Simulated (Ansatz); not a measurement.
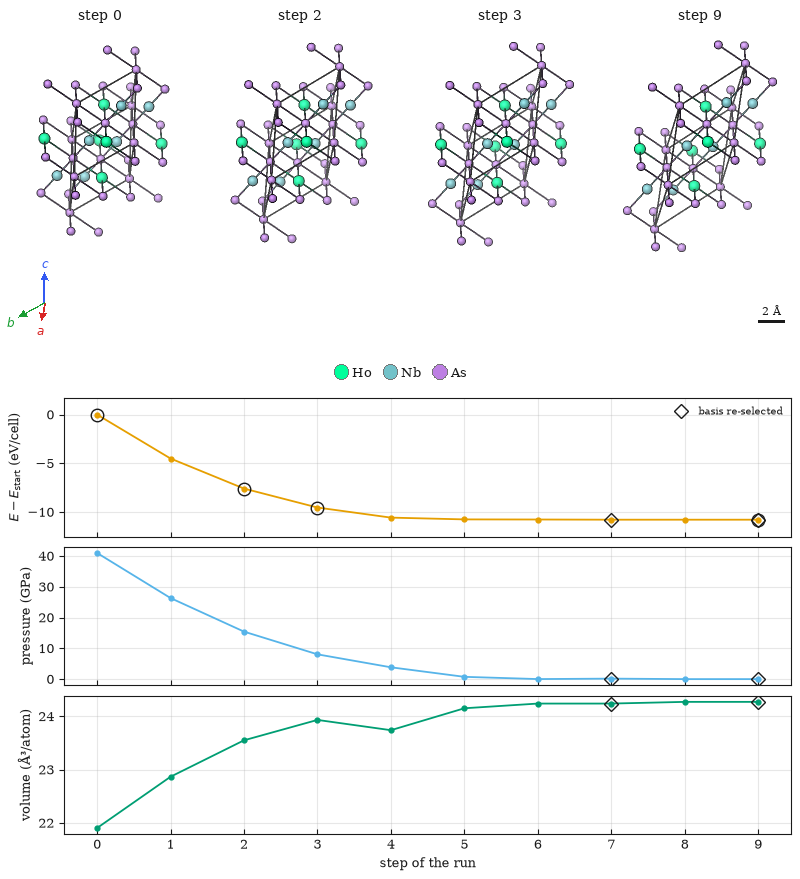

Frames of a relaxation of a crystal of HoNb₂As₃ (a generated structure, set up in I4/mmm) (coarse preliminary run), marked on the history of the run. A ball-and-stick model of the cell of the calculation, seen from a free direction.

Theory: Ansatz 0.2.0, DFT PBE, scalar-relativistic, plane waves, PAW; 4f electrons in the core of a trivalent norm-conserving potential. Settings: plane-wave cutoff 690 eV; k-point mesh 4 × 4 × 4; occupations gaussian; smearing width 0.1 eV; no spin polarisation; cell and atoms relaxed; force threshold 0.04 eV/Å; at most 70 steps.

**Describe the path.**

No atom moves by more than 0.005 Å relative to the cell. The volume changes by +10.8 %, with a = b = c 5.689 → 6.251 Å (+9.9 %), α 119.3° → 128.5°, β 119.3° → 128.5°, γ 91.1° → 75.9°. Some distances before and after: As–Nb 1.991 → 2.465 Å, Ho–Nb 3.495 → 3.669 Å, As–Ho 2.872 → 2.718 Å, As–As 2.872 → 2.718 Å. The space group stays I4/mmm (No. 139). After 7 accepted moves (9 points after the start) the energy has fallen by 10.787 eV per cell of the calculation. All forces vanish by symmetry, so only the cell relaxes. Pressure: 40.97 GPa at the start and 0.00 GPa at the end. The SCF was repeated twice at an unchanged geometry on a basis and grid sized afresh for the cell, which shifted the energy by 18.5 meV per cell of the calculation at most. The run took 120 s on 1 thread of Intel(R) Xeon(R) Processor @ 2.70GHz, with other jobs on the host, peak memory 0.62 GiB. From step 0 to 2: volume +7.5 %, energy −7.594 eV per cell of the calculation. From step 2 to 3: volume +1.6 %, energy −1.945 eV per cell of the calculation. From step 3 to 9: volume +1.4 %, energy −1.249 eV per cell of the calculation.

| step | E − E(0), meV/atom | pressure, GPa | volume, Å³/atom | note |
| --- | --- | --- | --- | --- |
| 0 | 0.00 | 40.97 | 21.903 |  |
| 1 | -751.61 | 26.32 | 22.866 |  |
| 2 | -1265.66 | 15.42 | 23.550 |  |
| 3 | -1589.75 | 8.04 | 23.933 |  |
| 4 | -1762.38 | 3.83 | 23.740 |  |
| 5 | -1792.79 | 0.74 | 24.151 |  |
| 6 | -1794.74 | 0.01 | 24.240 |  |
| 7 | -1797.82 | 0.15 | 24.240 | same geometry, new basis |
| 8 | -1797.86 | 0.00 | 24.271 |  |
| 9 | -1797.86 | 0.00 | 24.271 | same geometry, new basis |
